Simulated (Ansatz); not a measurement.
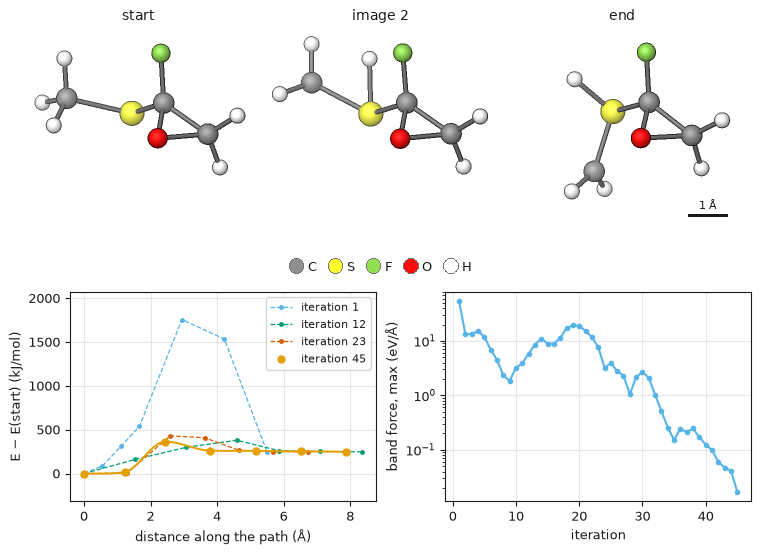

A search for the minimum-energy path of C$_{3}$H$_{5}$FOS by the nudged elastic band. Images are numbered from 0 (start) to 6 (end). The plot follows the band through its iterations. The picture is a ball-and-stick view, seen at a tilt.

The calculation used RKS PBE/def2-SVP (Ansatz 0.2.0). Set-up: 5 movable images; climbing image; force threshold 0.03 eV/Å; iteration limit 60; spring constant 50.0 eV/Å²; starting path through a guess of the saddle point.

> How did the profile develop, and is the result final?

The run is converged, with reservations. The band converged in 45 iterations. The largest component of the band force went from 53 to 0.017 eV/Å. The climbing image converged on the top of the path. Its curvatures weren't checked. The spring constant is far from the usual few eV/Å², which spoils the spacing or the steps. The first iteration put the highest image at 1756.7 kJ/mol. The energy climbs by 363.7 kJ/mol to image 2 and then falls by 116.1 kJ/mol, so the end point sits at +247.7 kJ/mol.

Cost: 8.2 min on 2 threads of Arm Neoverse V1 (shared host), peak memory 0.15 GiB.
